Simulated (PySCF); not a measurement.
# [B5H5O]2− ([closo-1-(OH)B5H4]2-): HF/def2-SVP

Aim: the vertical singlet–triplet gap of [B5H5O]2− ([closo-1-(OH)B5H4]2-) at HF/def2-SVP, from 2 runs. 

Program for the calculation: PySCF 2.14.0.

**1. The system as given**

The species is [B5H5O]2− (11 atoms), meant as a singlet with charge -2. The shape is that of a GFN2-xTB optimisation.

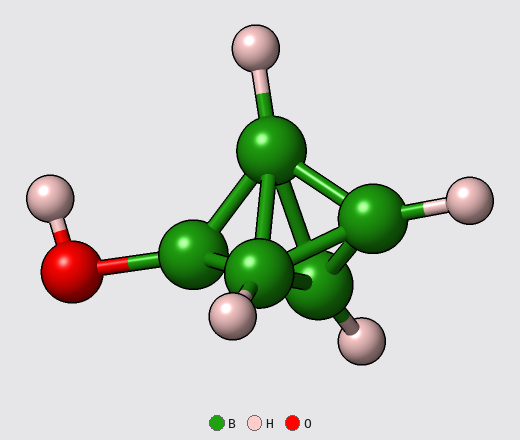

Viewed from a chosen angle; boron green, hydrogen pink, oxygen red.

**2. A single-point energy at HF/def2-SVP**

The input, calc.py:

```python
from pyscf import gto

mol = gto.Mole()
mol.atom = [
    ('B', (-0.053780, 0.457440, 0.916980)),
    ('B', (0.484200, -1.079390, -0.013940)),
    ('B', (0.553400, 0.435460, -0.605490)),
    ('B', (-0.934120, -0.907550, 0.794000)),
    ('B', (-0.996420, -0.072400, -0.614490)),
    ('H', (0.122390, 1.299640, 1.886240)),
    ('H', (1.258000, -2.090750, -0.123660)),
    ('O', (1.552600, 1.390800, -1.479830)),
    ('H', (1.705880, 2.101830, -0.858550)),
    ('H', (-1.732190, -1.640550, 1.534940)),
    ('H', (-1.959960, 0.105470, -1.436190)),
]
mol.charge = -2
mol.verbose = 4
mol.max_memory = 1860
mol.basis = 'def2-svp'
mol.build()

mf = mol.RHF()
mf.conv_tol = 1e-10
mf.kernel()
if not mf.converged:
    mf = mf.newton().run(mf.mo_coeff, mf.mo_occ)

energy = mf.e_tot
print('E(%s) = %.9f' % ('HF', energy))
```

On the command line:

```console
$ OMP_NUM_THREADS=1 python calc.py
```

What it wrote:

```text
PySCF version 2.14.0

[INPUT] num. atoms = 11
[INPUT] num. electrons = 40
[INPUT] charge = -2
[INPUT] spin (= nelec alpha-beta = 2S) = 0
[INPUT] symmetry False subgroup None
[INPUT] Mole.unit = angstrom
[INPUT] Symbol           X                Y                Z      unit          X                Y                Z       unit  Magmom
[INPUT]  1 B     -0.053780000000   0.457440000000   0.916980000000 AA   -0.101629470979   0.864436318421   1.732841061704 Bohr   0.0
[INPUT]  2 B      0.484200000000  -1.079390000000  -0.013940000000 AA    0.915005389514  -2.039751481594  -0.026342782176 Bohr   0.0
[INPUT]  3 B      0.553400000000   0.435460000000  -0.605490000000 AA    1.045774437334   0.822900138203  -1.144210271163 Bohr   0.0
[INPUT]  4 B     -0.934120000000  -0.907550000000   0.794000000000 AA   -1.765230967479  -1.715020944349   1.500442542905 Bohr   0.0
[INPUT]  5 B     -0.996420000000  -0.072400000000  -0.614490000000 AA   -1.882960905039  -0.136816171419  -1.161217806284 Bohr   0.0
[INPUT]  6 H      0.122390000000   1.299640000000   1.886240000000 AA    0.231283580386   2.455963660530   3.564477005200 Bohr   0.0
[INPUT]  7 H      1.258000000000  -2.090750000000  -0.123660000000 AA    2.377275464703  -3.950944894934  -0.233683532564 Bohr   0.0
[INPUT]  8 O      1.552600000000   1.390800000000  -1.479830000000 AA    2.933988781000   2.628231094045  -2.796473410915 Bohr   0.0
[INPUT]  9 H      1.705880000000   2.101830000000  -0.858550000000 AA    3.223646001373   3.971883060395  -1.622424364245 Bohr   0.0
[INPUT] 10 H     -1.732190000000  -1.640550000000   1.534940000000 AA   -3.273364695710  -3.100190193655   2.900616217640 Bohr   0.0
[INPUT] 11 H     -1.959960000000   0.105470000000  -1.436190000000 AA   -3.703787615103   0.199309414358  -2.714005762839 Bohr   0.0

nuclear repulsion = 151.222324495991
number of shells = 51
number of NR pGTOs = 179
number of NR cGTOs = 109
basis = def2-svp
ecp = {}

******** <class 'pyscf.scf.hf.RHF'> ********
method = RHF
initial guess = minao
damping factor = 0
level_shift factor = 0
DIIS = <class 'pyscf.scf.diis.CDIIS'>
diis_start_cycle = 1
diis_space = 8
diis_damp = 0
SCF conv_tol = 1e-10
SCF conv_tol_grad = None
SCF max_cycles = 50
direct_scf = True
direct_scf_tol = 1e-13
Set gradient conv threshold to 1e-05
Initial guess from minao.
init E= -202.571046312148
  HOMO = -0.18424847027172  LUMO = 0.0551996269396984  gap/eV = 6.51571
cycle= 1 E= -200.631908454247  delta_E= 1.94  |g|= 0.715  |ddm|=  3.6
  HOMO = 0.181468431936548  LUMO = 0.513029190410331  gap/eV = 9.02223
cycle= 2 E= -200.772050880847  delta_E= -0.14  |g|= 0.376  |ddm|=    3
  HOMO = 0.0859783020763839  LUMO = 0.489594928032577  gap/eV = 10.98297
cycle= 3 E= -200.809065810387  delta_E= -0.037  |g|= 0.0727  |ddm|= 1.24
  HOMO = 0.0822240276733428  LUMO = 0.493064205340581  gap/eV = 11.17953
cycle= 4 E= -200.811580055529  delta_E= -0.00251  |g|= 0.0123  |ddm|= 0.203
  HOMO = 0.0844539284454173  LUMO = 0.492557541272054  gap/eV = 11.10506
cycle= 5 E= -200.811647367816  delta_E= -6.73e-05  |g|= 0.00485  |ddm|= 0.0551
  HOMO = 0.0836940176639152  LUMO = 0.492681315678293  gap/eV = 11.12911
cycle= 6 E= -200.811656579772  delta_E= -9.21e-06  |g|= 0.00146  |ddm|= 0.0213
  HOMO = 0.0838006507717459  LUMO = 0.492697746056807  gap/eV = 11.12666
cycle= 7 E= -200.811657860075  delta_E= -1.28e-06  |g|= 0.000362  |ddm|= 0.00973
  HOMO = 0.0837148146248925  LUMO = 0.492690674200512  gap/eV = 11.12880
cycle= 8 E= -200.811657964488  delta_E= -1.04e-07  |g|= 0.000107  |ddm|= 0.00252
  HOMO = 0.0837190974822875  LUMO = 0.492692402597896  gap/eV = 11.12873
cycle= 9 E= -200.811657973395  delta_E= -8.91e-09  |g|= 3.88e-05  |ddm|= 0.000583
  HOMO = 0.0837153142265166  LUMO = 0.492692182588351  gap/eV = 11.12883
cycle= 10 E= -200.811657974627  delta_E= -1.23e-09  |g|= 1.59e-05  |ddm|= 0.00022
  HOMO = 0.0837162392510145  LUMO = 0.492693743721926  gap/eV = 11.12884
cycle= 11 E= -200.811657974887  delta_E= -2.6e-10  |g|= 4.83e-06  |ddm|= 0.000131
  HOMO = 0.0837161764957619  LUMO = 0.492693425679511  gap/eV = 11.12884
cycle= 12 E= -200.811657974921  delta_E= -3.36e-11  |g|= 2.04e-06  |ddm|= 4.94e-05
  HOMO = 0.0837163482708778  LUMO = 0.492693727469638  gap/eV = 11.12884
Extra cycle  E= -200.811657974924  delta_E= -3.47e-12  |g|= 1.09e-06  |ddm|= 1.01e-05
converged SCF energy = -200.811657974924
E(HF) = -200.811657975
```

It took 3.3 s on 1 thread of Arm Neoverse V1, shared host; peak memory 0.25 GiB.

**3. The triplet at the same level**

The input, input.py:

```python
from pyscf import gto

system = gto.M(
    atom=[
    ('B', (-0.053780, 0.457440, 0.916980)),
    ('B', (0.484200, -1.079390, -0.013940)),
    ('B', (0.553400, 0.435460, -0.605490)),
    ('B', (-0.934120, -0.907550, 0.794000)),
    ('B', (-0.996420, -0.072400, -0.614490)),
    ('H', (0.122390, 1.299640, 1.886240)),
    ('H', (1.258000, -2.090750, -0.123660)),
    ('O', (1.552600, 1.390800, -1.479830)),
    ('H', (1.705880, 2.101830, -0.858550)),
    ('H', (-1.732190, -1.640550, 1.534940)),
    ('H', (-1.959960, 0.105470, -1.436190)),
],
    max_memory=1860,
    verbose=3,
    spin=2,
    basis='def2-svp',
    charge=-2,
)

mf = system.UHF()
mf.conv_tol = 1e-10
mf.kernel()
if not mf.converged:
    mf = mf.newton().run(mf.mo_coeff, mf.mo_occ)

e_final = mf.e_tot
print('Final energy', e_final)
```

On the command line:

```console
$ OMP_NUM_THREADS=1 python input.py
```

What it wrote:

```text
WARN: HOMO 0.0551996269396984 >= LUMO -0.18424847027172

SCF not converged.
SCF energy = -200.637297080553 after 50 cycles  <S^2> = 2.0528824  2S+1 = 3.0350502
converged SCF energy = -200.660144464498  <S^2> = 2.0745209  2S+1 = 3.0492759
Final energy -200.66014446449844
```

Wall time 29 s (1 thread of Arm Neoverse V1, shared host); peak memory 0.26 GiB.

**4. What came out**

Level: HF/def2-SVP.

```
                                                      quantity          value
                                         singlet: total energy  -200.81166 Eh
                                          singlet: HOMO energy        2.28 eV
                                          singlet: LUMO energy       13.41 eV
singlet: HOMO–LUMO gap (to an unbound level, set by the basis)       11.13 eV
                                         triplet: total energy  -200.66014 Eh
                   triplet: HOMO energy (highest over α and β)        6.97 eV
                    triplet: LUMO energy (lowest over α and β)       10.55 eV
                                                 triplet: ⟨S²⟩          2.075
              vertical energy of the triplet above the singlet       4.123 eV
```

What this shows: At this shape the triplet lies 4.12 eV (95 kcal/mol) above the singlet. For an anion a state so high probably lies above electron detachment. The HOMO (singlet) lies at positive energy, 2.28 eV: the electron is unbound at this level or held by a compact basis; values depend on the basis. The HOMO (triplet) lies at positive energy, 6.97 eV: the electron is unbound at this level or held by a compact basis; values depend on the basis.
